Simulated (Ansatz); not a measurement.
# ZnO (zincite): how the settings move a single-point run, part 2 of 2

How sensitive is a single-point run of ZnO (zincite) to its settings? A reference run comes first, then six runs with altered input.

Ansatz 0.2.0; reference level DFT, PBE, plane waves, PAW.

## Step 6: Changing settings: xc r2scan

File input.yaml:

```yaml
crystal:
  lattice:
    - [3.2353522072, 0.0, 0.0]
    - [-1.6176761036, 2.8018972017, 0.0]
    - [0.0, 0.0, 5.2109131099]
  atoms:
    - { symbol: Zn, position: [0.3333333333, 0.6666666667, 0.4996551081] }
    - { symbol: Zn, position: [0.6666666667, 0.3333333333, -0.0003448919] }
    - { symbol: O, position: [0.6666666667, 0.3333333333, 0.3793548919] }
    - { symbol: O, position: [0.3333333333, 0.6666666667, 0.8793548919] }
kpoints:
  mp_grid: { grid: [6, 6, 4] }
hamiltonian:
  xc: r2scan
scf:
  occupations: { method: fixed }
  n_extra_bands: 5
output:
  forces: true
  stress: true
  eigenvalues: true
```

Launch:

```sh
$ ansatz run input.yaml --threads 4 --pin off --max-ram 3686MiB --backend cpu --events-out ev --progress --plain --runs-dir out
```

Log:

```text
Warning: RAYON_NUM_THREADS=4 ignored (pool sized by the plan → 4); use --threads N
scf.n_extra_bands = 5 over 18 filled bands (N_el = 36.0): the run solves 23 bands
Engine: ansatz 0.2.0, aarch64-unknown-linux-gnu
Pseudopotentials: kind: paw
Pseudopotential: Zn, paw, valence charge 12, recommended cutoff 500 eV (meta_gga), Zn.paw.azcp
Pseudopotential: O, paw, valence charge 6, recommended cutoff 500 eV (meta_gga), O.paw.azcp
Functional definition: r2SCAN
  parameter k0 = 0.174
  parameter k1 = 0.065
  parameter a1 = 4.9479
  exchange = r2scan_x(k0 = k0, k1 = k1, a1 = a1)
  correlation = r2scan_c
Crystal: 4 atoms, lattice volume = 47.238 Å³
Basis set: ecut = 500 eV, 1165 PW (Γ), exchange–correlation on 96×96×160 points (64 copies of the dense FFT grid, shifted against one another)
Bands: 23, of which v1, the nominal top of the filled ones, is band 18 counted from 1 (17 counted from 0)
Symmetry: 12 space group operations
Space group: P63mc (ITA 186), of the structure as read, at distance tolerance 3.6e-5 Å
k-points: 21 of 144 (time reversal used)
Non-local potential: Zn, projectors of the file, l = 0: 2, l = 1: 2, l = 2: 3, l = 3: 1
Non-local potential: O, projectors of the file, l = 0: 2, l = 1: 2, l = 2: 1
PAW form: soft (Blöchl's): semilocal exchange-correlation on the pseudo side does not see the compensation charge
PAW frozen core: Zn, regenerated for the run's functional (the file was generated under x = pbe(κ = 0.804, μ = 0.2195149727645171), c = pbe(β = 0.06672455060314922))
PAW frozen core: O, regenerated for the run's functional (the file was generated under x = pbe(κ = 0.804, μ = 0.2195149727645171), c = pbe(β = 0.06672455060314922))
PAW one-centre angular grid: Zn, 590 points (default); XC on 261 of its mesh's 2673 points in the sphere
PAW one-centre angular grid: O, 302 points (default); XC on 160 Gauss nodes
Initial density: superposition of atomic densities (neutral atoms: chi_scale 0, normalization atom), corrected by the library's trained network
Initial wavefunctions: pseudopotential atomic-orbital guess
Functional: x = r2scan, c = r2scan; τ floored in thin density (d = 2e-4 eV/Å³)
SCF iter   1: F=—  HF=-7789.830767 eV  |F-HF|=—  |Δ(HF+E_count)|=         —  Δρ=2.03e-2  dr2=9.52e-2  dr2_τ=1.01e-1  ethr=1.77e-3  ⟨swp⟩=5.0  Hψ=1904  notcnv=0  defer=58
preconditioner: auto → Resta (q_TF=auto, 2.608 Å⁻¹)  ε∞=6.0  [insulator: Δε(μ)=1.381 eV  Ē_g=14.498 eV  n_scr=22 (ndim 8)  ℏωp=32.4 eV  f_vac=0.033  ε∞_Penn≈6.0]
SCF iter   2: F=—  HF=-7789.855085 eV  |F-HF|=—  |Δ(HF+E_count)|=   2.43e-2  Δρ=4.93e-3  dr2=9.33e-3  dr2_τ=6.76e-4  ethr=2.64e-4  ⟨swp⟩=2.2  Hψ=1043  notcnv=0  defer=55
SCF iter   3: F=—  HF=-7789.852506 eV  |F-HF|=—  |Δ(HF+E_count)|=   2.58e-3  Δρ=4.76e-3  dr2=5.32e-3  dr2_τ=2.16e-4  ethr=2.59e-5  ⟨swp⟩=2.0  Hψ=842  notcnv=0  defer=61
SCF iter   4: F=—  HF=-7789.851342 eV  |F-HF|=—  |Δ(HF+E_count)|=   1.16e-3  Δρ=5.47e-4  dr2=1.13e-4  dr2_τ=2.77e-5  ethr=1.48e-5  ⟨swp⟩=3.0  Hψ=834  notcnv=0  defer=61
SCF iter   5: F=—  HF=-7789.851412 eV  |F-HF|=—  |Δ(HF+E_count)|=   7.02e-5  Δρ=2.90e-4  dr2=2.26e-5  dr2_τ=1.99e-6  ethr=3.15e-7  ⟨swp⟩=2.5  Hψ=834  notcnv=0  defer=38
SCF iter   6: F=—  HF=-7789.851435 eV  |F-HF|=—  |Δ(HF+E_count)|=   2.35e-5  Δρ=4.51e-5  dr2=1.18e-6  dr2_τ=1.96e-8  ethr=6.27e-8  ⟨swp⟩=2.0  Hψ=752  notcnv=0  defer=21
SCF iter   7: F=—  HF=-7789.851436 eV  |F-HF|=—  |Δ(HF+E_count)|=   3.95e-7  Δρ=1.63e-5  dr2=1.06e-7  dr2_τ=7.53e-9  ethr=3.28e-9  ⟨swp⟩=2.1  Hψ=792  notcnv=0  defer=21
SCF iter   8: F=-7789.851436 eV  HF=-7789.851436 eV  |F-HF|=3.82e-8  |Δ(HF+E_count)|=   2.16e-8  Δρ=1.06e-5  dr2=5.12e-8  dr2_τ=3.97e-9  ethr=2.78e-10  ⟨swp⟩=8.8  Hψ=2400  notcnv=0
SCF 1 converged in 8 iterations: F = -7789.851436 eV  dr2 = 5.12e-8
SCF converged after 8 iterations
Free energy (F): -7789.851436 eV
Harris-Foulkes:  -7789.851436 eV  (|F-HF|=3.82e-8)
Internal energy: -7789.851436 eV  (E = F + TS)
E sigma→0 (E₀):  -7789.851436 eV
Fermi energy:    6.970350 eV
--- Per-component energies (eV) ---
  E_band       = 49.692454
  E_kinetic    = 612.826628
  E_local      = -4005.994598  (includes V_loc(G=0)·N_el)
  E_nonlocal   = 1342.623531
  E_hartree    = 1653.236864
  E_xc         = -392.759179
  E_vxc        = -315.759829  (∫ρ·V_xc dr)
  E_paw        = -4029.092996  (= ΣΔE_a)
  E_vpaw       = -909.617284  (= ΣTr[D̂ρ^β])
  E_aug_tail   = 0.001863  (compensation charges beyond the density's cutoff)
  E_vtau       = 19.146568  (kinetic-family band-sum trace: ∫τ·v_τ [+ j·A + Jᵃ·Aᵃ] dr)
  E_ewald      = -2970.264429
  E_core_change = -0.429119  (= ΣΔE_core)
  E_smearing   = -0.000000  (= −TS)
  E_closure    = 0.000000  (closes the sum)
  Σ components = -7789.851436   (vs F -7789.851436, Δ=0.00e0)
--- Forces (eV/Å), atoms counted from 1 ---
  atom   1  Zn     0.00000000    -0.00000000     0.00139580
  atom   2  Zn     0.00000000     0.00000000     0.00139580
  atom   3  O     -0.00000000    -0.00000000    -0.00126990
  atom   4  O      0.00000000     0.00000000    -0.00126990
  max |Σ_I F_I| component: 2.52e-4 eV/Å
--- Stress (GPa, compression-positive) ---
        0.002098       0.000000       0.000000
       -0.000000       0.002098       0.000000
        0.000000       0.000000      -0.015879
  P = ⅓ Tr σ = -0.0039 GPa (-0.039 kbar)
--- Band table (eV; the first three rows and the last of 21) ---
  k-point 0: bands = ["-12.1567", "-11.4571", "1.1143", "1.1143", "1.1710", "1.2398", "1.3210", "1.3210", "2.3817", "2.3817", "2.5896", "2.5896", "2.8648", "6.1553", "6.1553", "6.8741", "6.9703", "6.9703", "8.2074", "12.8569", "15.8026", "20.7369", "20.7369"]
  k-point 1: bands = ["-12.0586", "-11.5642", "1.0309", "1.0709", "1.1326", "1.1326", "1.2774", "1.2774", "2.4221", "2.4221", "2.5705", "2.5705", "3.5085", "5.9770", "6.2772", "6.2772", "6.8538", "6.8538", "9.2983", "12.2729", "16.3348", "20.1120", "20.7550"]
  k-point 2: bands = ["-11.8160", "-11.8160", "0.9340", "0.9340", "1.1927", "1.1927", "1.1927", "1.1927", "2.5066", "2.5066", "2.5066", "2.5066", "4.7206", "4.7206", "6.5682", "6.5682", "6.5682", "6.5682", "10.9089", "10.9089", "17.8134", "17.8134", "21.0265"]
  k-point 20: bands = ["-11.3234", "-11.3234", "1.1387", "1.1387", "1.3449", "1.3449", "1.9236", "1.9236", "2.3879", "2.3879", "2.9049", "2.9049", "3.2187", "3.2187", "4.2278", "4.2278", "5.6810", "5.6810", "15.4981", "15.4981", "15.7015", "15.7015", "16.6078"]
```

It took 3.4 s on 4 threads of Arm Neoverse N1, shared host; peak memory 0.45 GiB.

Total energies don't compare across a change of functional; the pressure goes from 6.1 to 0.0 GPa and the gap on the mesh goes from 0.81 to 1.24 eV. At this fixed cell a lower pressure means that this functional prefers a smaller volume than the reference. Meta-GGAs of this kind usually give somewhat wider gaps than GGAs. Cost: 8 SCF cycles against 6, 3.4 s against 1.4 s.

## Step 7: Changed: dispersion d3bj

File input.yaml:

```yaml
crystal:
  lattice:
    - [3.2353522072, 0.0, 0.0]
    - [-1.6176761036, 2.8018972017, 0.0]
    - [0.0, 0.0, 5.2109131099]
  atoms:
    - { symbol: Zn, position: [0.3333333333, 0.6666666667, 0.4996551081] }
    - { symbol: Zn, position: [0.6666666667, 0.3333333333, -0.0003448919] }
    - { symbol: O, position: [0.6666666667, 0.3333333333, 0.3793548919] }
    - { symbol: O, position: [0.3333333333, 0.6666666667, 0.8793548919] }
kpoints:
  mp_grid: { grid: [6, 6, 4] }
hamiltonian:
  xc: pbe
  dispersion: d3bj
scf:
  occupations: { method: fixed }
  n_extra_bands: 5
output:
  forces: true
  stress: true
  eigenvalues: true
```

Launch:

```sh
$ ansatz run input.yaml --threads 4 --pin off --max-ram 3686MiB --backend cpu --events-out ev --progress --plain --runs-dir out
```

Log:

```text
Warning: RAYON_NUM_THREADS=4 ignored (pool sized by the plan → 4); use --threads N
scf.n_extra_bands = 5 over 18 filled bands (N_el = 36.0): the run solves 23 bands
[... 9 set-up lines as earlier in the session ...]
Crystal: 4 atoms, lattice volume = 47.238 Å³
Basis set: ecut = 420 eV, 941 PW (Γ), exchange–correlation on 48×48×72 points (8 copies of the dense FFT grid, shifted against one another)
Bands: 23, of which v1, the nominal top of the filled ones, is band 18 counted from 1 (17 counted from 0)
[... 2 set-up lines as earlier in the session ...]
k-points: 21 of 144 (time reversal used)
[... 8 set-up lines as earlier in the session ...]
SCF iter   1: F=—  HF=-7774.556311 eV  |F-HF|=—  |Δ(HF+E_count)|=         —  Δρ=7.28e-4  dr2=8.89e-5  ethr=1.77e-3  ⟨swp⟩=5.1  Hψ=1897  notcnv=0  defer=59
preconditioner: auto → Resta (q_TF=auto, 2.608 Å⁻¹)  ε∞=6.8  [insulator: Δε(μ)=0.810 eV  Ē_g=13.499 eV  n_scr=22 (ndim 8)  ℏωp=32.4 eV  f_vac=0.034  ε∞_Penn≈6.8]
SCF iter   2: F=—  HF=-7774.557311 eV  |F-HF|=—  |Δ(HF+E_count)|=   1.00e-3  Δρ=3.99e-4  dr2=2.49e-5  ethr=2.47e-7  ⟨swp⟩=2.9  Hψ=1238  notcnv=0  defer=61
SCF iter   3: F=—  HF=-7774.557393 eV  |F-HF|=—  |Δ(HF+E_count)|=   8.14e-5  Δρ=2.34e-4  dr2=1.22e-5  ethr=6.93e-8  ⟨swp⟩=2.0  Hψ=801  notcnv=0  defer=61
SCF iter   4: F=—  HF=-7774.557435 eV  |F-HF|=—  |Δ(HF+E_count)|=   4.17e-5  Δρ=9.14e-5  dr2=2.88e-6  ethr=3.39e-8  ⟨swp⟩=2.0  Hψ=832  notcnv=0  defer=61
SCF iter   5: F=—  HF=-7774.557436 eV  |F-HF|=—  |Δ(HF+E_count)|=   1.35e-6  Δρ=2.65e-5  dr2=3.08e-7  ethr=8.01e-9  ⟨swp⟩=2.0  Hψ=791  notcnv=0  defer=61
SCF iter   6: F=-7774.557436 eV  HF=-7774.557436 eV  |F-HF|=7.65e-8  |Δ(HF+E_count)|=   2.25e-7  Δρ=1.10e-5  dr2=3.84e-8  ethr=2.78e-10  ⟨swp⟩=9.0  Hψ=2458  notcnv=0
SCF 1 converged in 6 iterations: F = -7774.557436 eV  dr2 = 3.84e-8
SCF converged after 6 iterations
Free energy (F): -7774.557436 eV
Harris-Foulkes:  -7774.557436 eV  (|F-HF|=7.65e-8)
Internal energy: -7774.557436 eV  (E = F + TS)
E sigma→0 (E₀):  -7774.557436 eV
Fermi energy:    7.345382 eV
--- Per-component energies (eV) ---
  E_band       = 68.887935
  E_kinetic    = 612.405083
  E_local      = -3991.688470  (includes V_loc(G=0)·N_el)
  E_nonlocal   = 1335.490750
  E_hartree    = 1641.125272
  E_xc         = -420.208057
  E_vxc        = -290.205089  (∫ρ·V_xc dr)
  E_paw        = -3980.517703  (= ΣΔE_a)
  E_vpaw       = -879.370819  (= ΣTr[D̂ρ^β])
  E_aug_tail   = 0.004193  (compensation charges beyond the density's cutoff)
  E_ewald      = -2970.264429
  E_disp       = -0.904076  (pairwise vdW)
  E_smearing   = -0.000000  (= −TS)
  E_closure    = -0.000000  (closes the sum)
  Σ components = -7774.557436   (vs F -7774.557436, Δ=0.00e0)
--- Forces (eV/Å), atoms counted from 1 ---
  atom   1  Zn     0.00000000    -0.00000000     0.00491228
  atom   2  Zn     0.00000000     0.00000000     0.00491228
  atom   3  O     -0.00000000    -0.00000000    -0.00492942
  atom   4  O      0.00000000     0.00000000    -0.00492942
  max |Σ_I F_I| component: 3.43e-5 eV/Å
--- Stress (GPa, compression-positive) ---
        2.872899       0.000000       0.000000
        0.000000       2.872899       0.000000
        0.000000       0.000000       3.041376
  P = ⅓ Tr σ = 2.9291 GPa (29.291 kbar)
--- Band table (eV; the first three rows and the last of 21) ---
  k-point 0: bands = ["-10.7960", "-10.0596", "1.5992", "1.5992", "1.6525", "1.6617", "1.7931", "1.7931", "2.8007", "2.8007", "3.0139", "3.0139", "3.2933", "6.5452", "6.5452", "7.2523", "7.3454", "7.3454", "8.1523", "12.6099", "15.5788", "20.3011", "20.3011"]
  k-point 1: bands = ["-10.6934", "-10.1729", "1.4674", "1.5448", "1.6153", "1.6153", "1.7512", "1.7512", "2.8426", "2.8426", "2.9946", "2.9946", "3.9186", "6.3057", "6.6646", "6.6646", "7.2306", "7.2306", "9.2860", "12.0880", "16.0571", "19.6794", "20.3230"]
  k-point 2: bands = ["-10.4385", "-10.4385", "1.3903", "1.3903", "1.6706", "1.6706", "1.6706", "1.6706", "2.9294", "2.9294", "2.9294", "2.9294", "5.0930", "5.0930", "6.9495", "6.9495", "6.9495", "6.9495", "10.8220", "10.8220", "17.4550", "17.4550", "20.5824"]
  k-point 20: bands = ["-9.9188", "-9.9188", "1.5777", "1.5777", "1.8104", "1.8104", "2.3716", "2.3716", "2.8069", "2.8069", "3.3370", "3.3370", "3.6174", "3.6174", "4.6320", "4.6320", "6.0859", "6.0859", "15.3772", "15.3772", "15.3853", "15.3853", "16.2336"]
```

Wall time 1.5 s (4 threads of Arm Neoverse N1, shared host); peak memory 0.36 GiB.

The energy moves by -226.0 meV/atom, nearly all of it the dispersion term itself (-226.0 meV/atom); that offset belongs to the model and is no gain or loss of stability; the pressure goes from 6.1 to 2.9 GPa.

## Step 8: Changed: xc mr2scan

File input.yaml:

```yaml
crystal:
  lattice:
    - [3.2353522072, 0.0, 0.0]
    - [-1.6176761036, 2.8018972017, 0.0]
    - [0.0, 0.0, 5.2109131099]
  atoms:
    - { symbol: Zn, position: [0.3333333333, 0.6666666667, 0.4996551081] }
    - { symbol: Zn, position: [0.6666666667, 0.3333333333, -0.0003448919] }
    - { symbol: O, position: [0.6666666667, 0.3333333333, 0.3793548919] }
    - { symbol: O, position: [0.3333333333, 0.6666666667, 0.8793548919] }
kpoints:
  mp_grid: { grid: [6, 6, 4] }
hamiltonian:
  xc: mr2scan
scf:
  occupations: { method: fixed }
  n_extra_bands: 5
output:
  forces: true
  stress: true
  eigenvalues: true
```

Launch:

```sh
$ ansatz run input.yaml --threads 4 --pin off --max-ram 3686MiB --backend cpu --events-out ev --progress --plain --runs-dir out
```

Log:

```text
Warning: RAYON_NUM_THREADS=4 ignored (pool sized by the plan → 4); use --threads N
scf.n_extra_bands = 5 over 18 filled bands (N_el = 36.0): the run solves 23 bands
[... 4 set-up lines as earlier in the session ...]
Functional definition: m-r2SCAN
  exchange = m_r2scan_x
  correlation = m_r2scan_c
Crystal: 4 atoms, lattice volume = 47.238 Å³
Basis set: ecut = 500 eV, 1165 PW (Γ), exchange–correlation on 96×96×160 points (64 copies of the dense FFT grid, shifted against one another)
Bands: 23, of which v1, the nominal top of the filled ones, is band 18 counted from 1 (17 counted from 0)
[... 2 set-up lines as earlier in the session ...]
k-points: 21 of 144 (time reversal used)
[... 5 set-up lines as earlier in the session ...]
PAW one-centre angular grid: Zn, 590 points (default); XC on 215 of its mesh's 2673 points in the sphere
[... 3 set-up lines as earlier in the session ...]
Functional: x = mr2scan, c = mr2scan; τ floored in thin density (d = 2e-4 eV/Å³)
SCF iter   1: F=—  HF=-7789.830765 eV  |F-HF|=—  |Δ(HF+E_count)|=         —  Δρ=2.03e-2  dr2=9.52e-2  dr2_τ=1.01e-1  ethr=1.77e-3  ⟨swp⟩=5.0  Hψ=1904  notcnv=0  defer=58
preconditioner: auto → Resta (q_TF=auto, 2.608 Å⁻¹)  ε∞=6.0  [insulator: Δε(μ)=1.381 eV  Ē_g=14.498 eV  n_scr=22 (ndim 8)  ℏωp=32.4 eV  f_vac=0.033  ε∞_Penn≈6.0]
SCF iter   2: F=—  HF=-7789.855086 eV  |F-HF|=—  |Δ(HF+E_count)|=   2.43e-2  Δρ=4.93e-3  dr2=9.33e-3  dr2_τ=6.76e-4  ethr=2.64e-4  ⟨swp⟩=2.2  Hψ=1043  notcnv=0  defer=55
SCF iter   3: F=—  HF=-7789.852507 eV  |F-HF|=—  |Δ(HF+E_count)|=   2.58e-3  Δρ=4.76e-3  dr2=5.32e-3  dr2_τ=2.16e-4  ethr=2.59e-5  ⟨swp⟩=2.0  Hψ=842  notcnv=0  defer=61
SCF iter   4: F=—  HF=-7789.851345 eV  |F-HF|=—  |Δ(HF+E_count)|=   1.16e-3  Δρ=5.47e-4  dr2=1.13e-4  dr2_τ=2.77e-5  ethr=1.48e-5  ⟨swp⟩=3.0  Hψ=836  notcnv=0  defer=61
SCF iter   5: F=—  HF=-7789.851415 eV  |F-HF|=—  |Δ(HF+E_count)|=   7.03e-5  Δρ=2.90e-4  dr2=2.26e-5  dr2_τ=1.99e-6  ethr=3.15e-7  ⟨swp⟩=2.4  Hψ=813  notcnv=0  defer=39
SCF iter   6: F=—  HF=-7789.851435 eV  |F-HF|=—  |Δ(HF+E_count)|=   2.02e-5  Δρ=4.51e-5  dr2=1.18e-6  dr2_τ=1.97e-8  ethr=6.27e-8  ⟨swp⟩=2.0  Hψ=751  notcnv=0  defer=21
SCF iter   7: F=—  HF=-7789.851436 eV  |F-HF|=—  |Δ(HF+E_count)|=   3.95e-7  Δρ=1.63e-5  dr2=1.06e-7  dr2_τ=7.55e-9  ethr=3.28e-9  ⟨swp⟩=2.1  Hψ=792  notcnv=0  defer=21
SCF iter   8: F=-7789.851436 eV  HF=-7789.851436 eV  |F-HF|=3.84e-8  |Δ(HF+E_count)|=   2.15e-8  Δρ=1.06e-5  dr2=5.13e-8  dr2_τ=3.99e-9  ethr=2.78e-10  ⟨swp⟩=8.8  Hψ=2402  notcnv=0
SCF 1 converged in 8 iterations: F = -7789.851436 eV  dr2 = 5.13e-8
SCF converged after 8 iterations
Free energy (F): -7789.851436 eV
Harris-Foulkes:  -7789.851436 eV  (|F-HF|=3.84e-8)
Internal energy: -7789.851436 eV  (E = F + TS)
E sigma→0 (E₀):  -7789.851436 eV
Fermi energy:    6.970345 eV
--- Per-component energies (eV) ---
  E_band       = 49.692495
  E_kinetic    = 612.826643
  E_local      = -4005.994168  (includes V_loc(G=0)·N_el)
  E_nonlocal   = 1342.623055
  E_hartree    = 1653.236540
  E_xc         = -392.759185
  E_vxc        = -315.759844  (∫ρ·V_xc dr)
  E_paw        = -4029.092634  (= ΣΔE_a)
  E_vpaw       = -909.616546  (= ΣTr[D̂ρ^β])
  E_aug_tail   = 0.001863  (compensation charges beyond the density's cutoff)
  E_vtau       = 19.146570  (kinetic-family band-sum trace: ∫τ·v_τ [+ j·A + Jᵃ·Aᵃ] dr)
  E_ewald      = -2970.264429
  E_core_change = -0.429119  (= ΣΔE_core)
  E_smearing   = -0.000000  (= −TS)
  E_closure    = 0.000000  (closes the sum)
  Σ components = -7789.851436   (vs F -7789.851436, Δ=0.00e0)
--- Forces (eV/Å), atoms counted from 1 ---
  atom   1  Zn     0.00000000    -0.00000000     0.00139232
  atom   2  Zn     0.00000000     0.00000000     0.00139232
  atom   3  O      0.00000000    -0.00000000    -0.00126638
  atom   4  O      0.00000000     0.00000000    -0.00126638
  max |Σ_I F_I| component: 2.52e-4 eV/Å
--- Stress (GPa, compression-positive) ---
        0.001351       0.000000       0.000000
        0.000000       0.001351       0.000000
        0.000000       0.000000      -0.016517
  P = ⅓ Tr σ = -0.0046 GPa (-0.046 kbar)
--- Band table (eV; the first three rows and the last of 21) ---
  k-point 0: bands = ["-12.1567", "-11.4571", "1.1143", "1.1143", "1.1710", "1.2398", "1.3210", "1.3210", "2.3817", "2.3817", "2.5897", "2.5897", "2.8648", "6.1553", "6.1553", "6.8741", "6.9703", "6.9703", "8.2074", "12.8569", "15.8026", "20.7369", "20.7369"]
  k-point 1: bands = ["-12.0586", "-11.5642", "1.0309", "1.0709", "1.1326", "1.1326", "1.2774", "1.2774", "2.4221", "2.4221", "2.5705", "2.5705", "3.5085", "5.9770", "6.2771", "6.2771", "6.8538", "6.8538", "9.2983", "12.2729", "16.3348", "20.1120", "20.7550"]
  k-point 2: bands = ["-11.8160", "-11.8160", "0.9340", "0.9340", "1.1927", "1.1927", "1.1927", "1.1927", "2.5066", "2.5066", "2.5066", "2.5066", "4.7206", "4.7206", "6.5682", "6.5682", "6.5682", "6.5682", "10.9089", "10.9089", "17.8134", "17.8134", "21.0265"]
  k-point 20: bands = ["-11.3234", "-11.3234", "1.1387", "1.1387", "1.3449", "1.3449", "1.9236", "1.9236", "2.3879", "2.3879", "2.9049", "2.9049", "3.2187", "3.2187", "4.2278", "4.2278", "5.6810", "5.6810", "15.4981", "15.4981", "15.7015", "15.7015", "16.6078"]
```

Wall time 3.4 s (4 threads of Arm Neoverse N1, shared host); peak memory 0.45 GiB.

After a change of functional the difference of the totals has no physical meaning; the pressure goes from 6.1 to 0.0 GPa and the gap on the mesh goes from 0.81 to 1.24 eV. At this fixed cell a lower pressure means that this functional prefers a smaller volume than the reference. Meta-GGAs of this kind usually give somewhat wider gaps than GGAs. Cost: 8 SCF cycles against 6, 3.4 s against 1.4 s.

## Step 9: Side by side

This closing draws on all 2 parts.

| run | ending | energy change | pressure (GPa) | gap (eV) | force (eV/Å) | cycles | time |
| --- | --- | --- | --- | --- | --- | --- | --- |
| reference | converged | 0 | 6.1 | 0.81 | 0.00 | 6 | 1.4 s |
| 1: dispersion d4 | converged | -240.7 meV/atom (offset of the dispersion model) | 2.5 | 0.81 | 0.00 | 6 | 1.6 s |
| 2: occupations.method methfessel_paxton, occupations.width 0.5 | converged | +0.6 meV/atom (σ→0) | 6.0 | 0.81 | 0.00 | 6 | 1.4 s |
| 3: ecutwfc 350 | converged | +49.8 meV/atom | 5.6 | 0.80 | 0.01 | 6 | 1.2 s |
| 4: xc r2scan | converged | not comparable | 0.0 | 1.24 | 0.00 | 8 | 3.4 s |
| 5: dispersion d3bj | converged | -226.0 meV/atom (offset of the dispersion model) | 2.9 | 0.81 | 0.00 | 6 | 1.5 s |
| 6: xc mr2scan | converged | not comparable | 0.0 | 1.24 | 0.00 | 8 | 3.4 s |

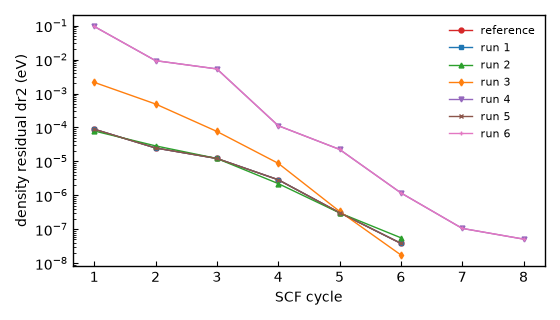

Residual by cycle in the longest SCF loop of each run; runs are numbered as in the table.

What this shows: Run 3 ran under the cutoff that the potentials recommend, as the log warns, so basis error is mixed into its values. Of the variants the dearest is «xc r2scan» (3.4 s), the cheapest «ecutwfc 350» (1.2 s), on a shared host.
